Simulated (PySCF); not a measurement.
## Electronic structure of Al2F4H4P2 ((F2Al-mu-PH2)2) in real space

Input file:

```
{"job": {"kind": "nmr", "xc": "PBE0", "basis": {"default": "pcSseg-1", "Al": "pcSseg-2"}}, "charge": 0, "multiplicity": 1}
Al     1.210333    -1.264044    -0.249817
F      1.718727    -2.176309     1.046682
F      1.815256    -1.512890    -1.780558
P      1.230914     1.098067     0.307587
Al    -1.190088     1.249491     0.255851
F     -1.797690     1.497238     1.786073
F     -1.699930     2.167307    -1.036067
P     -1.210326    -1.113380    -0.299191
H      1.909237     1.931393    -0.611253
H      1.842624     1.432604     1.537561
H     -1.822099    -1.450657    -1.528468
H     -1.891498    -1.941571     0.622590
```

Command:

```sh
OMP_NUM_THREADS=1 python probes_run.py task.json out
```

Geometry: PBE0-D3(BJ)/def2-SVP.

All numbers below come from PBE0/pcSseg-1 Al:pcSseg-2, SCF density, gas phase, non-relativistic (PySCF 2.14.0).

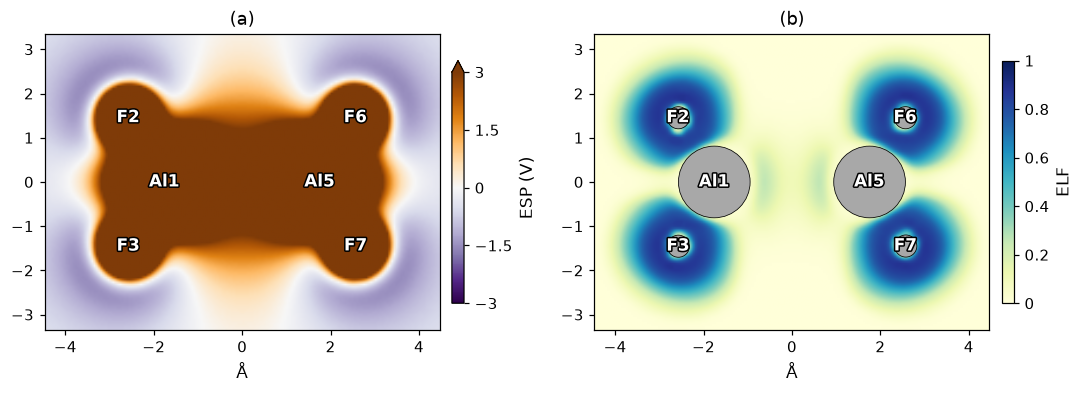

Figure 1. (a) molecular electrostatic potential; (b) ELF on the plane of atoms F2, Al1 and F3. Grey discs cover the atomic cores in the ELF map.

Question: Read the bonding off the picture.

Answer: The plane passes through Al and F nuclei.
Al–F (1.66 Å): the ELF peaks at about 0.85 in the valence shell of F, 0.5 Å from its nucleus, and is about 0.35 at the midpoint.
The ELF also peaks beside F3, F7, F2 and F6, away from the bonds: lone-pair regions.
Outside the dense part of the molecule the potential is most negative (−1.5 V) near F2, F3, F6 and F7.

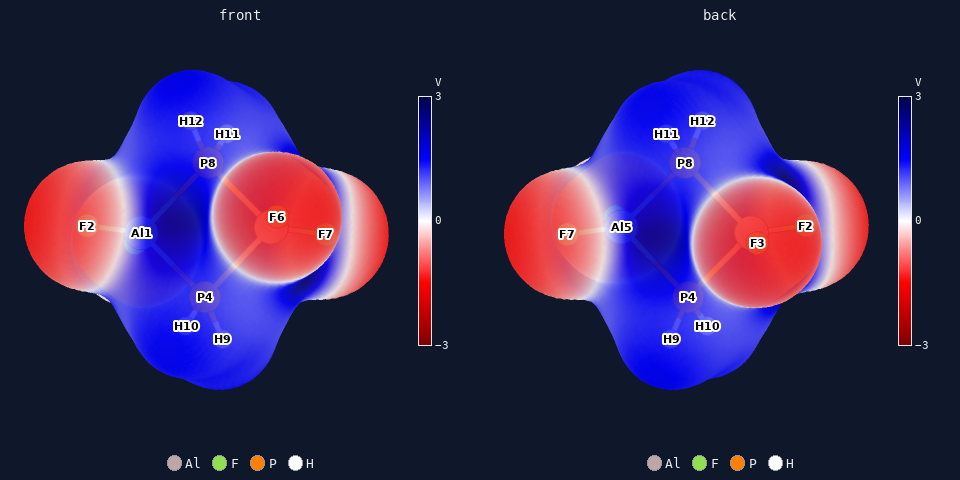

Figure 2. The molecular electrostatic potential painted on the density surface at 0.002 e/bohr³, seen from the front and from behind; the colour scale runs from red (negative) to blue (positive).

Question: Describe the electrostatic potential map.

Answer: The most negative region (about −1.3 V) lies over F2, F3, F6 and F7, the most positive (about +2.4 V) over Al1 and Al5.
